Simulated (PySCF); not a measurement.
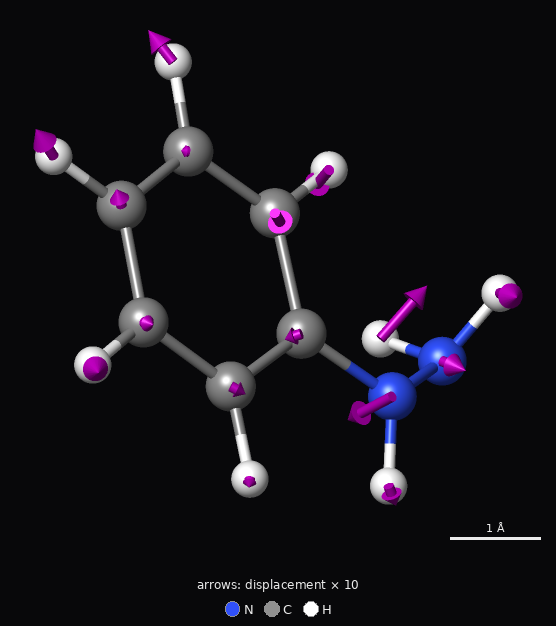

A relaxation of C₆H₈N₂. The starting structure is drawn; purple arrows show the displacements, 10 times their true length. The two geometries are superimposed by the best rigid fit.

A ball-and-stick model, seen from a free direction.

The start comes from GFN2-xTB. Its atoms were then displaced at random by about 0.01 Å.

These are results of PBE0-D3(BJ)/def2-SVP geometry optimisation, gas phase (PySCF), not measurements. 

What happened in the run?

Answer. The largest moves after the best rigid fit, 0.081 Å, are those of N and H atoms. By element the largest moves are H 0.081 Å, N 0.080 Å, C 0.048 Å. Some distances before and after: C–C 1.347 → 1.393 Å, C–H 1.055 → 1.093 Å, N–N 1.405 → 1.375 Å, H–N 0.997 → 1.022 Å. Among the angles between lasting bonds that change: H–N–H 111.3° → 108.0°, C–C–C 115.7° → 118.4°, C–C–H 117.2° → 119.7°. The energy falls by 18.9 kJ/mol in 7 geometry steps.
